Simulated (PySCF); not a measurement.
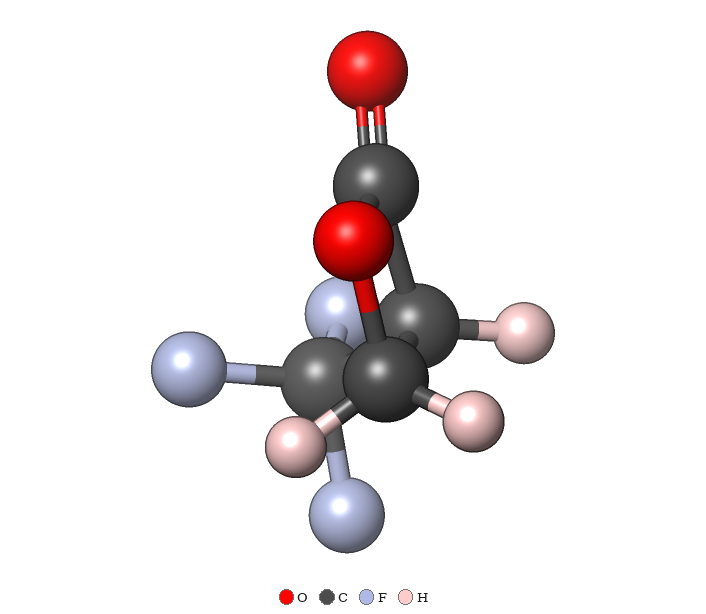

Ball-and-stick drawing of a structure. Multiple sticks mark multiple bonds (one Kekulé form).

The computed structure is the end point of a GFN2-xTB optimisation. No frequency run is at hand to confirm it as a minimum.

Question: Give the formula.

Answer: C₄H₃F₃O₂, 12 atoms: 4 carbon, 3 hydrogen, 3 fluorine and 2 oxygen.

Question: What is its SMILES?

Answer: O=C1OC[C@H]1C(F)(F)F

Question: Count the bonded pairs by element.

Answer: 3 C–O, 3 C–C, 3 C–F, 3 C–H.

The parts below concern this one geometry. Atoms keep their numbers from picture to picture.

**Shape**

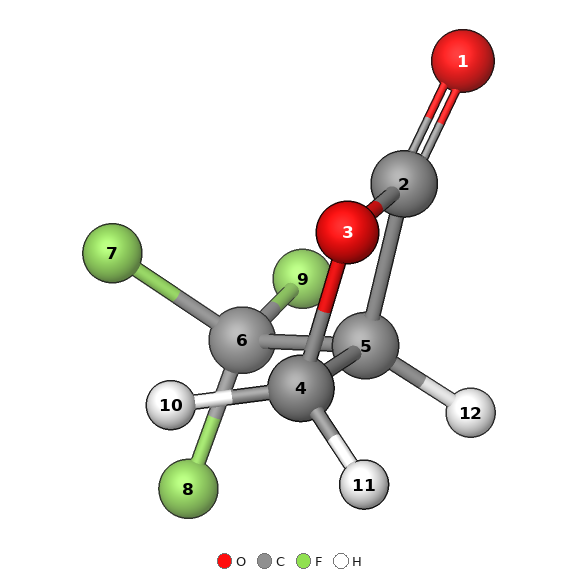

Atoms carry their numbers in the input. No frequency run is at hand to confirm it as a minimum.

Question: Describe the coordination of atom 6.

Answer: C6 has 4 neighbours (C5 at 1.52, F7 at 1.34, F8 at 1.35, F9 at 1.33 Å); the arrangement is tetrahedral.

Question: Describe the coordination of atom 3.

Answer: O3 has 2 neighbours (C2 at 1.35, C4 at 1.44 Å); the arrangement is bent.

Question: What is the dihedral angle O1–C2–O3–C4?

Answer: 180° in size, that is anti.

**Dipole moment**

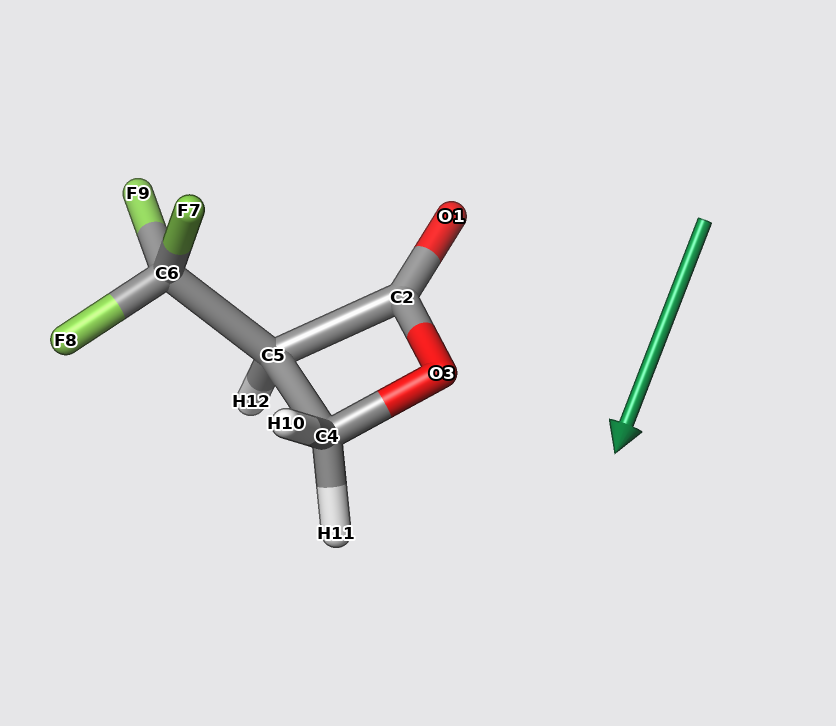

The arrow beside the molecule shows the direction of the dipole moment, from the negative to the positive end (its length means nothing). No frequency run is at hand to confirm it as a minimum. Properties computed with PBE0/pcSseg-1, gas phase (PySCF 2.14.0).

Question: Estimate the dipole moment.

Answer: 3.82 D; it points from the side of O1 to the side of H11 (the outermost atoms at the two ends).

**NMR shielding**

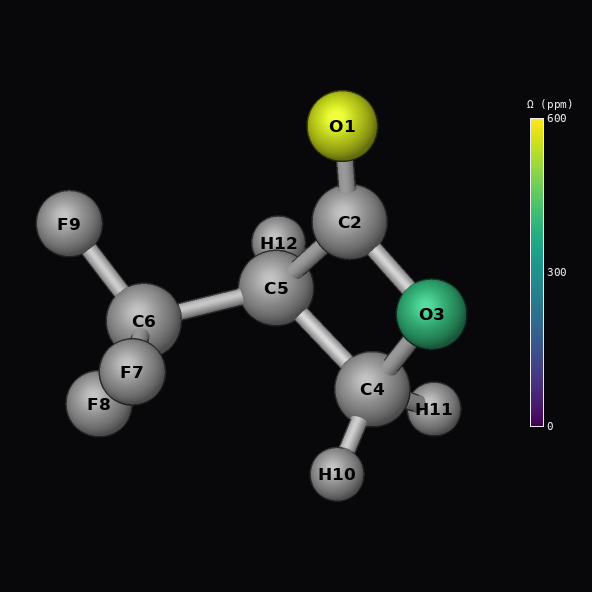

The O atoms are coloured by the span of their shielding tensor. No frequency run is at hand to confirm it as a minimum. Properties computed with GIAO PBE0/pcSseg-1 NMR shielding, non-relativistic, gas phase (PySCF 2.14.0). Principal shieldings σ11 ≤ σ22 ≤ σ33, span Ω = σ33 − σ11, skew κ = 3(σiso − σ22)/Ω.

Question: Which O atom has the most anisotropic shielding?

Answer: O1, with a span of 557 ppm.

Give the shielding tensors of the O atoms.

```
atom     σ11     σ22    σ33    σiso      Ω      κ
  O1  −345.3  −179.4  211.4  −104.5  556.7   0.40
  O3  −163.0    83.8  235.0    52.0  397.9  −0.24
```

Shieldings and span in ppm.

**Charges**

The questions are on Hirshfeld charges. No frequency run is at hand to confirm it as a minimum. Properties computed with PBE0/pcSseg-1, gas phase (PySCF 2.14.0).

Give the Hirshfeld charges atom by atom.

| atom | value (e) |
| --- | --- |
| O1 | −0.23 |
| C2 | 0.21 |
| O3 | −0.11 |
| C4 | 0.01 |
| C5 | −0.06 |
| C6 | 0.26 |
| F7 | −0.08 |
| F8 | −0.10 |
| F9 | −0.08 |
| H10 | 0.06 |
| H11 | 0.06 |
| H12 | 0.07 |

**Quadrupole coupling**

No frequency run is at hand to confirm it as a minimum. Electric field gradients from the ground-state density, PBE0/pcSseg-1 (PySCF 2.14.0), non-relativistic apart from any core potentials.

Give the largest field-gradient component, the quadrupole coupling constant and the asymmetry for 17O at O1 (Q = −25.6 mb), 17O at O3 (Q = −25.6 mb), 2H at H10 (Q = 2.86 mb), 2H at H11 (Q = 2.86 mb), 2H at H12 (Q = 2.86 mb).

```json
{"atom": "O1", "V_zz (a.u.)": "−1.434", "e²qQ/h (MHz)": "8.63", "η": "0.29"}
{"atom": "O3", "V_zz (a.u.)": "1.595", "e²qQ/h (MHz)": "−9.60", "η": "0.49"}
{"atom": "H10", "V_zz (a.u.)": "0.292", "e²qQ/h (MHz)": "0.196", "η": "0.04"}
{"atom": "H11", "V_zz (a.u.)": "0.297", "e²qQ/h (MHz)": "0.199", "η": "0.05"}
{"atom": "H12", "V_zz (a.u.)": "0.300", "e²qQ/h (MHz)": "0.202", "η": "0.05"}
```
